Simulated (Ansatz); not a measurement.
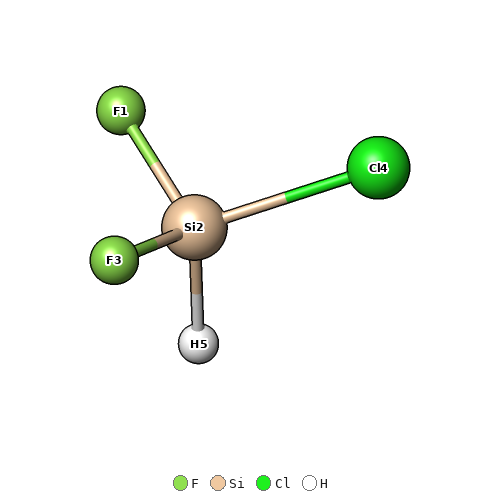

The system is ClF2HSi, SMILES F[SiH](F)Cl; the picture shows the reference structure. 
- First axis: angle F1–Si2–Cl4. Second axis: angle H5–Si2–F3.
- Nothing is relaxed (all other coordinates rigid).
- Grid: 9 × 9 points.
- Energies are in kcal/mol, from the relaxed molecule at the same level.
- Theory: Ansatz, RHF-MP2, frozen core/def2-TZVP.

Its coordinates:

```yaml
atoms:
  - { symbol: F, position_ang: [-0.3379, -0.6249, 1.4230] }
  - { symbol: Si, position_ang: [0.0966, 0.0002, 0.0386] }
  - { symbol: F, position_ang: [-0.0308, 1.5706, 0.1553] }
  - { symbol: Cl, position_ang: [-1.1550, -0.6576, -1.4037] }
  - { symbol: H, position_ang: [1.4770, -0.3620, -0.2544] }
```

Range: angle F1–Si2–Cl4 from 84.1 to 134.1°; angle H5–Si2–F3 from 84.8 to 134.8°.

> What will the energy surface look like?

The lowest grid point is at angle F1–Si2–Cl4 = 109.1°, angle H5–Si2–F3 = 109.8°, 0.0 kcal/mol from the relaxed molecule at the same level. No other kind of well shows on this grid. The highest grid point, angle F1–Si2–Cl4 = 84.1°, angle H5–Si2–F3 = 84.8°, lies 32.9 kcal/mol above the lowest. Round the minimum the two coordinates are nearly uncoupled.

```csv
"angle H5–Si2–F3 ↓, angle F1–Si2–Cl4 →",84.1,90.3,96.6,102.8,109.1,115.3,121.6,127.8,134.1
134.8,31.7,22.3,16.2,12.7,11.3,11.5,13.4,16.5,21.2
128.5,26.6,17.1,11.0,7.7,6.4,6.9,9.0,12.6,17.7
122.3,23.0,13.5,7.4,4.1,2.9,3.6,6.0,9.9,15.5
116.0,20.7,11.2,5.1,1.8,0.7,1.6,4.2,8.4,14.4
109.8,20.0,10.4,4.3,1.0,0.0,1.0,3.7,8.2,14.5
103.5,20.7,11.1,5.0,1.7,0.8,1.8,4.7,9.4,15.9
97.3,23.0,13.4,7.2,4.0,3.1,4.2,7.2,12.0,18.7
91.0,27.1,17.4,11.3,8.1,7.2,8.3,11.4,16.3,23.2
84.8,32.9,23.3,17.2,14.0,13.1,14.3,17.4,22.4,29.4
```

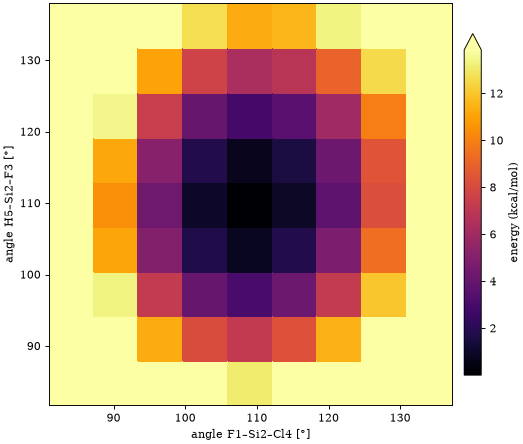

In the figure: one coloured cell a grid point, one colour for all values above the top of the scale.

Each point was launched as `ansatz run input.yaml --threads 1 --pin off --max-ram 2048MiB --backend cpu --events-out ev --progress --plain --runs-dir out`. Time for the 81 points that were run: 6.3 min on 1 thread of Intel(R) Xeon(R) 6975P-C (Granite Rapids), on a shared host.
